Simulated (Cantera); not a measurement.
Feed: 1 mol Si(CH3)4, 0.87 mol C3H8, 92 mol H2, equilibrated at 2400 K.

Cantera equilibrium calculation (NASA polynomials, part measured and part estimated; ideal gas, pure solids and liquids). Candidate condensed phases: C, C6H6, C7H8, C8H18, Si, SiC; 87 gas species. Gases not in the tables: Si2H6 and higher silanes. Rates play no part.

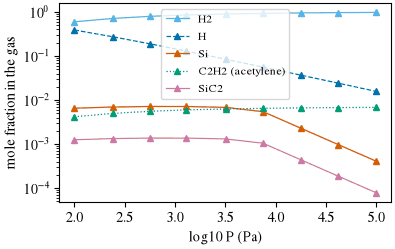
Figure. Equilibrium gas composition (values under 1e-9 drawn at 1e-9)

From 1.00 mbar to 32.0 mbar the condensed part is C(graphite). From 75.0 mbar to 1.00 bar the condensed part is C(graphite) + SiC(s). The main Si-bearing gas is Si throughout.
